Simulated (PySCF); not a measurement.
C2H7F, SMILES `F.CC`.

Computed with PySCF, CAM-B3LYP/def2-SVPD, geometry: GFN2-xTB.

Input script:

```python
import numpy as np
from pyscf import gto, scf, dft
from pyscf.scf import atom_ks, atom_hf
from scipy.linalg import block_diag
from pyscf.dispersion import dftd3

def solve(mol, dm0=None, hcore=None):
    mf = (dft.UKS if mol.spin else dft.RKS)(mol, xc='camb3lyp')
    mf.grids.level = 3
    mf = mf.density_fit(auxbasis='def2-universal-jkfit')
    mf.conv_tol, mf.max_cycle = 1e-8, 80
    if hcore is not None:
        mf.get_hcore = lambda *args: hcore
    mf.kernel(dm0)
    if not mf.converged:
        mf = mf.newton().run(mf.mo_coeff, mf.mo_occ, max_cycle=30)
    assert mf.converged, 'SCF not converged'
    return mf

mol = gto.M(atom='''
F     -2.10543    -0.10500     0.00001
H     -1.19951     0.13554    -0.00183
C      1.29934    -0.69608    -0.00036
C      0.93170     0.78396     0.00038
H      0.41834    -1.33565     0.00217
H      1.88932    -0.93806    -0.88118
H      1.88934    -0.93890     0.88016
H      1.83376     1.39243    -0.00041
H      0.36569     1.05074     0.89370
H      0.36568     1.05160    -0.89278
''', basis='def2-svpd', charge=0, spin=0, verbose=4)
mol_a = gto.M(atom='''
F     -2.10543    -0.10500     0.00001
H     -1.19951     0.13554    -0.00183
ghost-C      1.29934    -0.69608    -0.00036
ghost-C      0.93170     0.78396     0.00038
ghost-H      0.41834    -1.33565     0.00217
ghost-H      1.88932    -0.93806    -0.88118
ghost-H      1.88934    -0.93890     0.88016
ghost-H      1.83376     1.39243    -0.00041
ghost-H      0.36569     1.05074     0.89370
ghost-H      0.36568     1.05160    -0.89278
''', basis='def2-svpd', charge=0, spin=0, verbose=4)
mol_b = gto.M(atom='''
ghost-F     -2.10543    -0.10500     0.00001
ghost-H     -1.19951     0.13554    -0.00183
C      1.29934    -0.69608    -0.00036
C      0.93170     0.78396     0.00038
H      0.41834    -1.33565     0.00217
H      1.88932    -0.93806    -0.88118
H      1.88934    -0.93890     0.88016
H      1.83376     1.39243    -0.00041
H      0.36569     1.05074     0.89370
H      0.36568     1.05160    -0.89278
''', basis='def2-svpd', charge=0, spin=0, verbose=4)
ab, a, b = solve(mol), solve(mol_a), solve(mol_b)
e_int = ab.e_tot - a.e_tot - b.e_tot
print('counterpoise-corrected interaction energy / kcal/mol', e_int * 627.5095)
def disp(atoms, charge):
    m = gto.M(atom=atoms, charge=charge, basis='sto-3g', spin=None, unit='Bohr', verbose=0)
    return dftd3.DFTD3Dispersion(m, xc='camb3lyp', version='d3bj').get_dispersion()['energy']
e_disp = disp(mol._atom, mol.charge) - disp(mol._atom[:2], mol_a.charge) - disp(mol._atom[2:], mol_b.charge)
print('D3(BJ) part / kcal/mol', e_disp * 627.5095)
# spherically averaged free atoms, for the promolecule
atm = atom_ks.get_atm_nrks(mol, xc='camb3lyp')
pro = block_diag(*[(atm[a[0]][2] * atm[a[0]][3]) @ atm[a[0]][2].T for a in mol._atom])
np.savez('result.npz', e_int=e_int, e_disp=e_disp, dm_a=a.make_rdm1(), dm_b=b.make_rdm1(), c=ab.mo_coeff, occ=ab.mo_occ, eps=ab.mo_energy, pro=pro, d=[f.dip_moment(verbose=0) for f in (ab, a, b)])
```

Run with:

```sh
OMP_NUM_THREADS=1 python input.py
```

The run took 21 s on 1 thread of Arm Neoverse V2, with other jobs on the host, peak memory 0.58 GiB.

Partitions, critical points and surface values were worked out afterwards from this run's density.

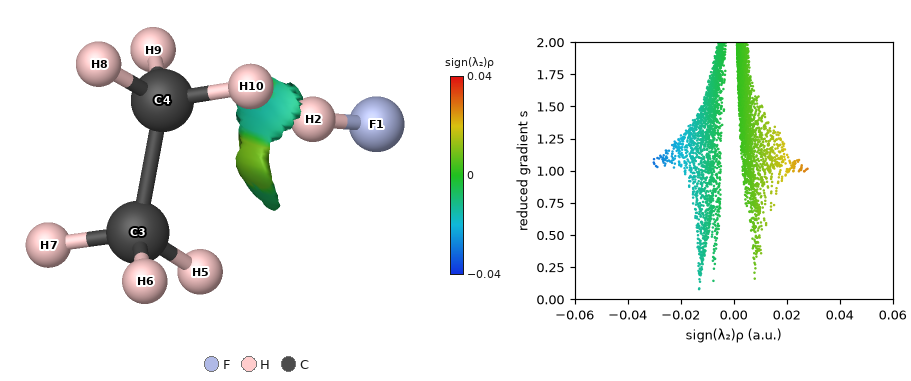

Non-covalent interaction surfaces between the fragments (reduced density gradient s = 0.5, coloured by sign(λ₂)ρ in a.u.; trimmed to the region between the fragments where ρ is under 0.06 a.u.). Fragment A: HF (atoms 1–2); fragment B: H6C2. The plot gives s against sign(λ₂)ρ for grid points between the fragments.

Which interactions hold the two fragments together?

Bond critical points between the fragments: H2···C4, F–H···C contact, 2.23 Å, ρ = 0.013 a.u. It is weak and appears green (van der Waals range). The pose is a local one from a semi-empirical search, not shown to be the most stable.

How strongly are they bound?

The counterpoise-corrected interaction energy of the frozen fragments is −1.2 kcal/mol without dispersion correction and −1.8 kcal/mol with D3(BJ). The pair geometry is semi-empirical, not a minimum at this level.
